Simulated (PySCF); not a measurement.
# Excited-state calculation, with input and output: C3H4F4Si

The run: excited-state calculation of C3H4F4Si. Method and program: TDDFT PBE0/def2-SVPD, vertical, gas phase, core orbitals frozen in the response (PySCF 2.14.0).

The geometry comes from this level: GFN2-xTB.

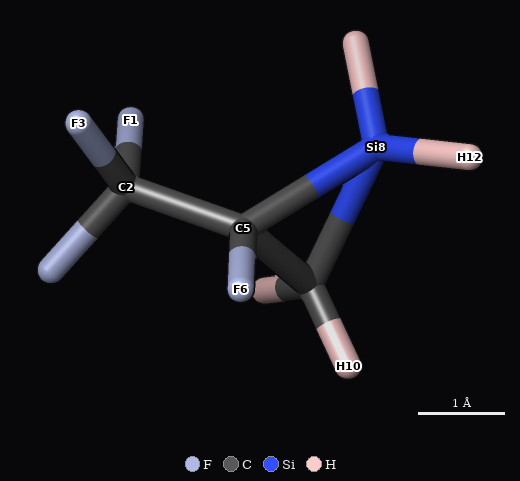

Figure 1. The structure as given in the input (stick view, seen on its broad side; atoms are numbered from 1 in the order of the input). Bond lengths as drawn: C–C 1.50 to 1.53 Å, C–F 1.34 to 1.38 Å, C–H 1.08 Å, C–Si 1.89 to 1.91 Å and H–Si 1.45 Å.

Key numbers

- outcome: converged
- total energy: −804.466142 hartree
- HOMO: −7.84 eV
- LUMO: −0.66 eV
- dipole moment: 3.46 D
- mean polarisability: 65.29 a.u.
- lowest singlet excitation: 6.37 eV
- hardware: 1 CPU thread, shared host
- wall time: 44 s
- peak memory: 0.85 GiB

Input
```
{"job": {"kind": "uv", "xc": "PBE0", "basis": "def2-SVPD", "nstates": 6, "ntriplets": 2}, "charge": 0, "multiplicity": 1}
F      1.135813     0.466080     1.541045
C      1.449384     0.096038     0.281186
F      2.277632     1.037526    -0.191515
F      2.175715    -1.028292     0.395435
C      0.199129    -0.051157    -0.529873
F      0.512133    -0.325927    -1.841054
C     -0.892144    -0.940009     0.077096
Si    -1.405696     0.871089    -0.062577
H     -0.642603    -1.390654     1.028349
H     -1.285832    -1.671147    -0.616362
H     -1.321749     1.711195     1.111557
H     -2.200585     1.224572    -1.219315
```

The first line tells a small driver script what to run in PySCF; the rest is the geometry in Å.

Launched with:
```bash
OMP_NUM_THREADS=1 python <driver script> task.json out
```

What the program printed
```
coarse grid: 11712 points
cycle   1  E = -804.2111874257  dE =  1.175e+00  |g| = 9.051e-01  |ddm| = 4.640e+00
cycle   2  E = -804.0496578574  dE =  1.615e-01  |g| = 1.366e+00  |ddm| = 2.069e+00
cycle   3  E = -804.3580342777  dE = -3.084e-01  |g| = 7.599e-02  |ddm| = 1.273e+00
cycle   4  E = -804.3587312185  dE = -6.969e-04  |g| = 5.142e-02  |ddm| = 1.574e-01
cycle   5  E = -804.3593620557  dE = -6.308e-04  |g| = 7.856e-03  |ddm| = 7.048e-02
cycle   6  E = -804.3593743646  dE = -1.231e-05  |g| = 2.084e-03  |ddm| = 1.341e-02
cycle   7  E = -804.3593751023  dE = -7.378e-07  |g| = 6.167e-04  |ddm| = 2.648e-03
final grid: 113456 points
cycle   8  E = -804.4661275891  dE = -3.559e-05  |g| = 8.256e-03  |ddm| = 7.300e-02
cycle   9  E = -804.4661089405  dE =  1.865e-05  |g| = 1.281e-02  |ddm| = 2.250e-02
cycle  10  E = -804.4661416603  dE = -3.272e-05  |g| = 5.157e-04  |ddm| = 1.341e-02
cycle  11  E = -804.4661416978  dE = -3.748e-08  |g| = 3.014e-04  |ddm| = 9.967e-04
cycle  12  E = -804.4661417136  dE = -1.577e-08  |g| = 5.013e-05  |ddm| = 3.021e-04
cycle  13  E = -804.4661417140  dE = -4.413e-10  |g| = 1.796e-05  |ddm| = 1.067e-04
```

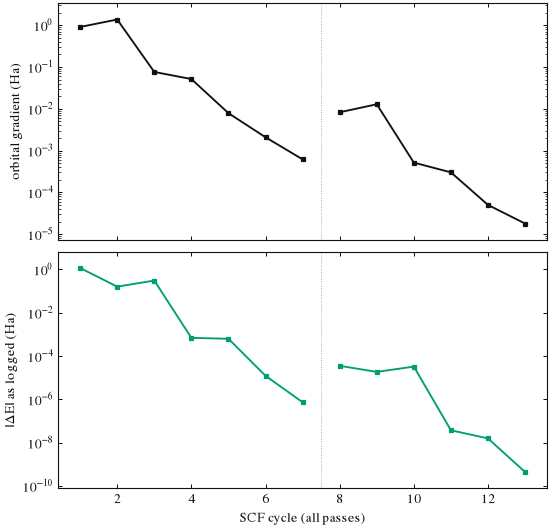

Figure 2. Convergence of the self-consistent field: orbital gradient and size of the energy change against the SCF cycle. The dotted line marks the change from a coarse to the final integration grid. The first 7 cycles use a coarse grid, the final grid takes over at cycle 8, and the field converges after 13 cycles in all.

```
converged SCF energy = -804.4661417140

Static polarisability (au): isotropic 65.286, principal 58.275 61.281 76.302

Singlet excitations
state   eV       nm        f      main configurations
  1   6.3733    194.5   0.18685   H->L 0.94
  2   6.6722    185.8   0.00309   H->L+2 0.55, H->L+1 0.41
  3   6.8538    180.9   0.00317   H->L+1 0.48, H->L+2 0.32, H-1->L 0.11
  4   7.1400    173.6   0.03406   H-1->L 0.78
  5   7.3358    169.0   0.03504   H->L+3 0.90
  6   7.8071    158.8   0.00430   H-1->L+2 0.62, H-1->L+1 0.32

Triplet excitations (Tamm-Dancoff, eV): 4.8927 6.0551
```

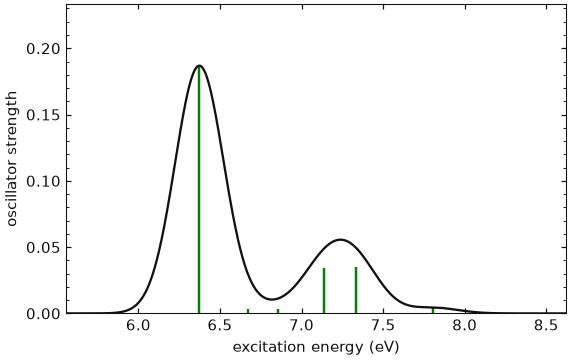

Figure 3. Computed excitations as sticks (degenerate states added up, dark ones marked on the axis), with a Gaussian envelope of 0.35 eV full width at half maximum, scaled to the tallest. Of the 6 states the lowest lies at 6.37 eV (f = 0.187); the strongest line is at 6.37 eV, or 195 nm (f = 0.187).

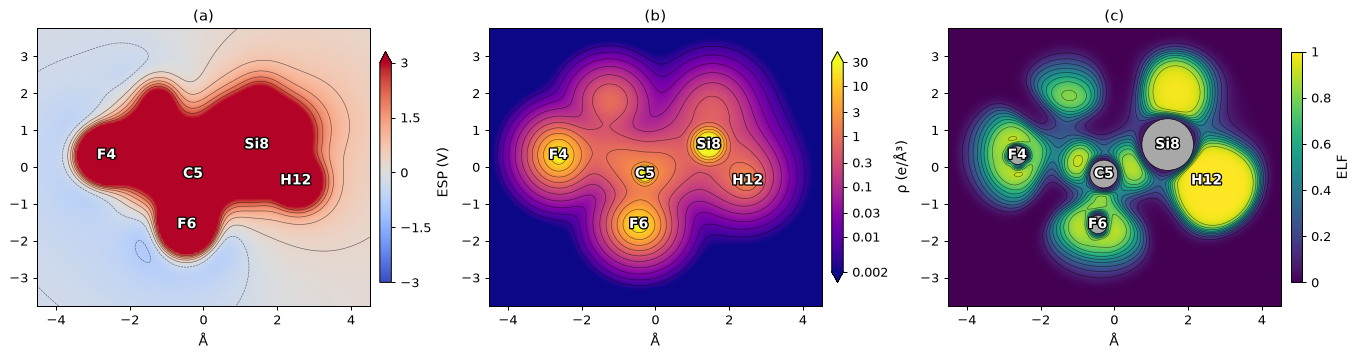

Figure 4. (a) molecular electrostatic potential; (b) total electron density; (c) electron localisation function on the plane of atoms F6, C5 and Si8. Grey discs, where drawn, cover atomic cores. Atoms in the plane: F, C, Si and H. Si–H (1.45 Å): ρ is about 0.82 e/Å³ halfway; the ELF climbs to about 1 towards the hydrogen, as it does in any bond to H.

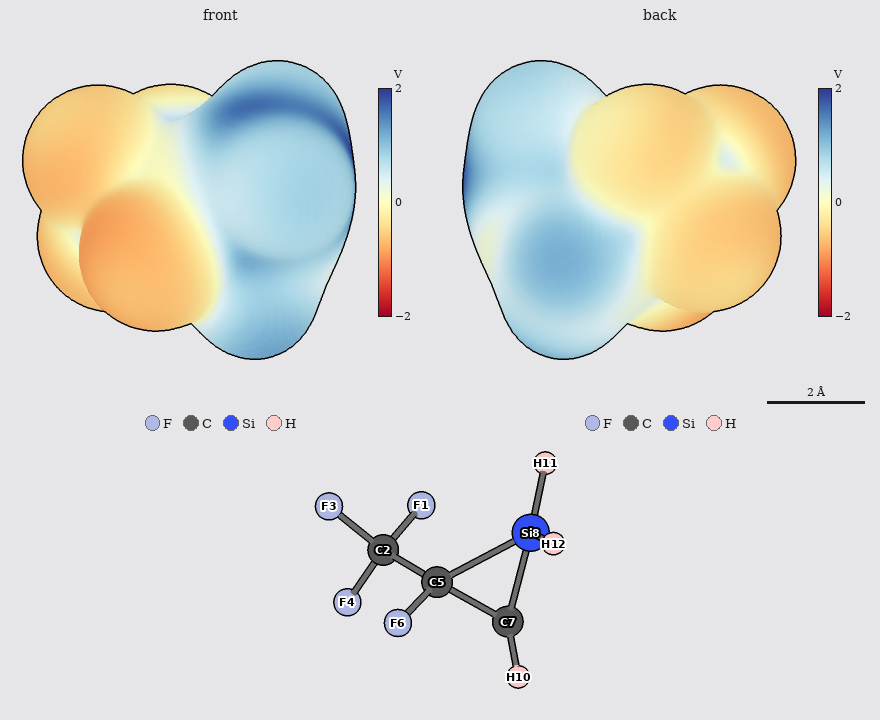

Figure 5. The molecular electrostatic potential painted on the density surface at 0.002 e/bohr³, seen at a tilt and from behind; the colour scale runs from red (negative) to blue (positive). The bare structure is drawn below in the same view. Its dipole moment is 3.46 D.
